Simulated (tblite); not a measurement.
# Geometry relaxation, with input and output: Si3N2H8

- system: Si3N2H8
- method: GFN2-xTB geometry optimisation, gas phase (tblite 0.8.0)

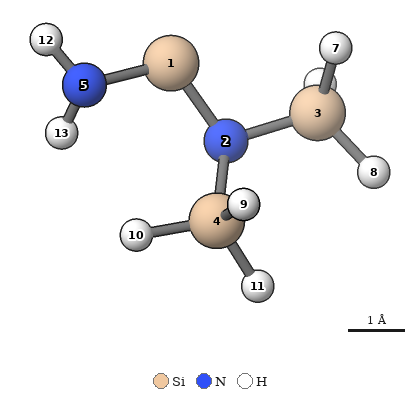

Figure 1. The starting structure (ball-and-stick view, seen at a tilt; atoms are numbered from 1 in the order of the input).

**Input file**
```
{"job": {"kind": "relax", "xc": "GFN2-xTB", "basis": "xTB"}, "charge": 0, "multiplicity": 1}
Si    -0.535722     1.426812     0.436376
N      0.443180     0.186142    -0.335605
Si     2.060274     0.211697     0.308732
Si    -0.324597    -1.438504    -0.423444
N     -2.273032     1.261162     0.196054
H      2.819343     1.282599    -0.408167
H      2.005630     0.637177     1.720173
H      2.819430    -1.025389     0.126023
H     -0.555432    -2.016907     0.921827
H     -1.653347    -1.230944    -1.002424
H      0.493572    -2.374116    -1.224098
H     -2.828062     2.133401     0.441467
H     -2.453307     0.929422    -0.796012
```

The first line tells a small driver script what to run in tblite; the rest is the geometry in Å.

Command:
```bash
OMP_NUM_THREADS=1 python <driver script> task.json out
```

**The program's output**
```
step      E/eV     max force
  0    -411.75385    2.183
  1    -411.93933    1.168
  2    -412.03707    1.241
  3    -412.10059    0.949
  4    -412.19892    0.791
  5    -412.23201    0.540
  6    -412.26520    0.500
  7    -412.29004    0.647
  8    -412.32200    0.641
  9    -412.34831    0.455
 10    -412.36894    0.350
 11    -412.38424    0.454
 12    -412.40049    0.504
 13    -412.41301    0.298
 14    -412.41995    0.228
 15    -412.42544    0.339
 16    -412.42867    0.271
 17    -412.43423    0.239
 18    -412.43793    0.136
 19    -412.44101    0.147
 20    -412.44344    0.150
 21    -412.44640    0.174
 22    -412.44910    0.146
 23    -412.45236    0.147
 24    -412.45601    0.170
 25    -412.45954    0.162
 26    -412.46254    0.126
 27    -412.46456    0.144
 28    -412.46695    0.146
 29    -412.47017    0.171
 30    -412.47441    0.148
 31    -412.47627    0.093
 32    -412.47724    0.072
 33    -412.47780    0.074
 34    -412.47849    0.122
 35    -412.47955    0.102
 36    -412.48064    0.099
 37    -412.48108    0.066
 38    -412.48132    0.044
 39    -412.48160    0.042
 40    -412.48178    0.036
 41    -412.48191    0.040
 42    -412.48208    0.041
 43    -412.48231    0.042
 44    -412.48254    0.037
 45    -412.48271    0.028
 46    -412.48281    0.027
 47    -412.48293    0.031
 48    -412.48311    0.049
 49    -412.48334    0.046
 50    -412.48355    0.034
 51    -412.48372    0.037
 52    -412.48394    0.045
 53    -412.48439    0.083
 54    -412.48531    0.132
 55    -412.48649    0.147
 56    -412.48761    0.098
 57    -412.48819    0.105
 58    -412.48833    0.048
 59    -412.48854    0.044
 60    -412.48891    0.071
 61    -412.48951    0.101
 62    -412.49072    0.115
 63    -412.49247    0.075
 64    -412.49401    0.082
 65    -412.49452    0.122
 66    -412.49435    0.180
 67    -412.49542    0.144
 68    -412.49606    0.054
 69    -412.49750    0.064
 70    -412.49744    0.391
 71    -412.50006    0.128
 72    -412.50057    0.076
 73    -412.50079    0.094
 74    -412.50105    0.058
 75    -412.50125    0.039
 76    -412.50163    0.048
 77    -412.50195    0.054
 78    -412.50224    0.058
 79    -412.50247    0.066
 80    -412.50274    0.069
 81    -412.50295    0.053
 82    -412.50314    0.035
 83    -412.50326    0.033
 84    -412.50332    0.020
 85    -412.50336    0.016
 86    -412.50339    0.012
 87    -412.50344    0.018
 88    -412.50349    0.028
 89    -412.50355    0.022
 90    -412.50359    0.016
 91    -412.50363    0.015
 92    -412.50366    0.020
 93    -412.50371    0.019
 94    -412.50376    0.017
 95    -412.50382    0.017
 96    -412.50386    0.018
 97    -412.50389    0.015
 98    -412.50391    0.012
 99    -412.50393    0.013
100    -412.50397    0.016
101    -412.50403    0.029
102    -412.50412    0.043
103    -412.50425    0.050
104    -412.50441    0.041
105    -412.50452    0.027
106    -412.50459    0.029
107    -412.50464    0.024
108    -412.50469    0.019
109    -412.50477    0.019
110    -412.50485    0.026
111    -412.50492    0.025
112    -412.50497    0.019
113    -412.50500    0.015
114    -412.50503    0.013
115    -412.50506    0.011
116    -412.50507    0.010
117    -412.50508    0.008
118    -412.50509    0.007
```

**Trajectory as extended XYZ (Å, eV, eV/Å), 8 of the 31 frames kept, from step=0 to step=118**
```
13
Properties=species:S:1:pos:R:3:forces:R:3 step=0 energy=-411.75385
Si   -0.5357    1.4268    0.4364    0.1660   0.8950   0.5210
N     0.4432    0.1861   -0.3356   -1.1940  -1.7980   0.3280
Si    2.0603    0.2117    0.3087    0.6260   0.9170  -0.0320
Si   -0.3246   -1.4385   -0.4234    0.2830   0.5960  -0.0920
N    -2.2730    1.2612    0.1961   -0.0050   0.7130  -1.4910
H     2.8193    1.2826   -0.4082   -0.3750  -0.3080   0.1060
H     2.0056    0.6372    1.7202    0.0410  -0.2350  -0.1040
H     2.8194   -1.0254    0.1260   -0.1890  -0.0810  -0.0060
H    -0.5554   -2.0169    0.9218    0.1660   0.1260  -0.1640
H    -1.6533   -1.2309   -1.0024    0.0870  -0.0540  -0.1620
H     0.4936   -2.3741   -1.2241   -0.1160   0.3570   0.1370
H    -2.8281    2.1334    0.4415    0.8640  -1.6690  -0.6490
H    -2.4533    0.9294   -0.7960   -0.3540   0.5410   1.6060
13
Properties=species:S:1:pos:R:3:forces:R:3 step=16 energy=-412.42867
Si   -0.3682    1.6280    0.3898   -0.2510   0.1030  -0.0110
N     0.3135    0.0765   -0.0103   -0.0360   0.0380   0.0200
Si    2.0048    0.2488    0.3660    0.0740   0.1510  -0.0620
Si   -0.3926   -1.4530   -0.3755    0.0500  -0.2180  -0.0770
N    -2.0213    1.5027   -0.0851   -0.1040  -0.1860   0.0650
H     2.5225    1.3165   -0.4928    0.0070   0.0040   0.0410
H     2.1512    0.5934    1.7807    0.0040   0.0020  -0.0010
H     2.6873   -1.0041    0.0713    0.0930  -0.1100   0.0000
H    -0.6051   -2.1638    0.8916   -0.0530  -0.0370  -0.0310
H    -1.6391   -1.2960   -1.1206   -0.1280   0.0560   0.0140
H     0.5257   -2.1853   -1.2492    0.0440  -0.0060   0.0350
H    -2.7523    1.9967    0.4048    0.1450   0.0480  -0.1470
H    -2.4087    0.7221   -0.6100    0.1550   0.1540   0.1560
13
Properties=species:S:1:pos:R:3:forces:R:3 step=36 energy=-412.48064
Si   -0.3726    1.6097    0.4322   -0.0060   0.0070  -0.0120
N     0.3021    0.0451    0.0483    0.0050   0.0040  -0.0010
Si    2.0061    0.2637    0.3575    0.0190   0.0010   0.0060
Si   -0.3983   -1.4746   -0.3885   -0.0030  -0.0290   0.0110
N    -2.0281    1.4337    0.0310    0.0490  -0.0760  -0.0390
H     2.4950    1.3487   -0.4953   -0.0180   0.0040  -0.0080
H     2.1727    0.6151    1.7680    0.0150  -0.0060   0.0140
H     2.7341   -0.9689    0.0490   -0.0100  -0.0090   0.0140
H    -0.6796   -2.2576    0.8235    0.0150   0.0220  -0.0170
H    -1.6454   -1.2627   -1.1309   -0.0070   0.0030  -0.0230
H     0.5530   -2.1677   -1.2557    0.0110  -0.0160  -0.0050
H    -2.6893    2.1815    0.1279   -0.0680   0.0540   0.0080
H    -2.4316    0.6165   -0.4060   -0.0010   0.0400   0.0530
13
Properties=species:S:1:pos:R:3:forces:R:3 step=52 energy=-412.48394
Si   -0.3717    1.6214    0.3954    0.0160  -0.0040  -0.0240
N     0.3006    0.0491    0.0417    0.0220  -0.0280   0.0030
Si    2.0034    0.2633    0.3626    0.0220  -0.0160   0.0070
Si   -0.3894   -1.4738   -0.4046   -0.0170  -0.0290   0.0210
N    -2.0342    1.4407    0.0277    0.0160   0.0130   0.0250
H     2.4863    1.3431   -0.4986    0.0150   0.0000  -0.0040
H     2.1867    0.6117    1.7724   -0.0310   0.0180   0.0050
H     2.7255   -0.9785    0.0756   -0.0080   0.0030  -0.0110
H    -0.6776   -2.2549    0.8083   -0.0040   0.0320  -0.0270
H    -1.6243   -1.2557   -1.1667    0.0060  -0.0010  -0.0020
H     0.5699   -2.1833   -1.2519    0.0020   0.0190   0.0010
H    -2.6841    2.2018    0.1101   -0.0420   0.0170   0.0060
H    -2.4731    0.5976   -0.3111    0.0020  -0.0230   0.0000
13
Properties=species:S:1:pos:R:3:forces:R:3 step=68 energy=-412.49606
Si   -0.3439    1.6780    0.0969    0.0310   0.0170   0.0090
N     0.3189    0.0713   -0.0699   -0.0030   0.0120  -0.0030
Si    1.9950    0.2597    0.3765    0.0180  -0.0010  -0.0310
Si   -0.3828   -1.4554   -0.4842    0.0070   0.0210   0.0250
N    -2.0357    1.4146    0.1436    0.0070  -0.0170  -0.0150
H     2.5864    1.2701   -0.4982   -0.0010   0.0400   0.0040
H     2.0622    0.6797    1.7794   -0.0090   0.0040  -0.0240
H     2.7028   -1.0085    0.1998   -0.0070  -0.0340   0.0410
H    -0.7637   -2.1746    0.7385   -0.0150  -0.0160   0.0230
H    -1.5697   -1.2313   -1.3166    0.0360   0.0170  -0.0170
H     0.6330   -2.2074   -1.2214   -0.0430  -0.0140  -0.0250
H    -2.6960    2.1716    0.1368   -0.0260   0.0200   0.0130
H    -2.4886    0.5147    0.0796    0.0050  -0.0480   0.0000
13
Properties=species:S:1:pos:R:3:forces:R:3 step=84 energy=-412.50332
Si   -0.3437    1.6981   -0.0734    0.0010   0.0080   0.0030
N     0.3417    0.0918   -0.1525    0.0070   0.0000   0.0100
Si    1.9915    0.2675    0.3760    0.0060  -0.0030   0.0030
Si   -0.3900   -1.4308   -0.5260    0.0000   0.0010  -0.0010
N    -2.0047    1.3732    0.1915   -0.0100  -0.0170   0.0000
H     2.6463    1.2455   -0.4913   -0.0040  -0.0050  -0.0080
H     1.9854    0.7546    1.7598    0.0040   0.0040  -0.0020
H     2.6625   -1.0307    0.3156    0.0080   0.0010   0.0050
H    -0.8359   -2.0998    0.7062   -0.0050  -0.0020  -0.0080
H    -1.5327   -1.1744   -1.4081    0.0030  -0.0020  -0.0070
H     0.6052   -2.2506   -1.2168   -0.0050  -0.0020   0.0020
H    -2.7073    2.0921    0.2090   -0.0060  -0.0020   0.0010
H    -2.4002    0.4462    0.2709    0.0000   0.0190   0.0010
13
Properties=species:S:1:pos:R:3:forces:R:3 step=104 energy=-412.50441
Si   -0.3449    1.6900   -0.0454   -0.0150   0.0380   0.0000
N     0.3428    0.0860   -0.1275    0.0030   0.0050   0.0040
Si    1.9998    0.2706    0.3740    0.0120  -0.0030   0.0000
Si   -0.3952   -1.4241   -0.5333    0.0010  -0.0280   0.0040
N    -2.0088    1.3604    0.1966    0.0100   0.0070   0.0130
H     2.6481    1.2142   -0.5372   -0.0090  -0.0100   0.0120
H     2.0060    0.8023    1.7408    0.0100   0.0100  -0.0010
H     2.6692   -1.0298    0.3530    0.0000  -0.0040  -0.0040
H    -0.8898   -2.1006    0.6763   -0.0010   0.0070   0.0000
H    -1.5052   -1.1457   -1.4485   -0.0110  -0.0040  -0.0150
H     0.6103   -2.2516   -1.1973    0.0090  -0.0120  -0.0060
H    -2.7139    2.0764    0.2168   -0.0040   0.0130  -0.0010
H    -2.4006    0.4345    0.2926   -0.0080  -0.0210  -0.0060
13
Properties=species:S:1:pos:R:3:forces:R:3 step=118 energy=-412.50509
Si   -0.3487    1.6910   -0.0038   -0.0040  -0.0050   0.0010
N     0.3385    0.0866   -0.1079    0.0020  -0.0010  -0.0040
Si    2.0033    0.2698    0.3710   -0.0010   0.0050   0.0020
Si   -0.3940   -1.4223   -0.5334    0.0010   0.0000  -0.0020
N    -2.0164    1.3580    0.2071    0.0050  -0.0030   0.0010
H     2.6464    1.1920   -0.5648   -0.0020   0.0000   0.0000
H     2.0349    0.8303    1.7256    0.0000  -0.0020   0.0000
H     2.6650   -1.0347    0.3636    0.0000  -0.0030  -0.0030
H    -0.9117   -2.0962    0.6675   -0.0040   0.0020   0.0010
H    -1.4873   -1.1449   -1.4713    0.0050  -0.0020   0.0010
H     0.6210   -2.2533   -1.1802   -0.0010   0.0020   0.0020
H    -2.7192    2.0763    0.2343   -0.0020   0.0010   0.0000
H    -2.4140    0.4300    0.2532    0.0020   0.0050   0.0000
```

**Results in brief**

| quantity | value |
| --- | --- |
| outcome | converged |
| total energy | −412.5051 eV |
| hardware | 1 CPU thread, shared host |
| wall time | 4.7 s |
| peak memory | 0.18 GiB |
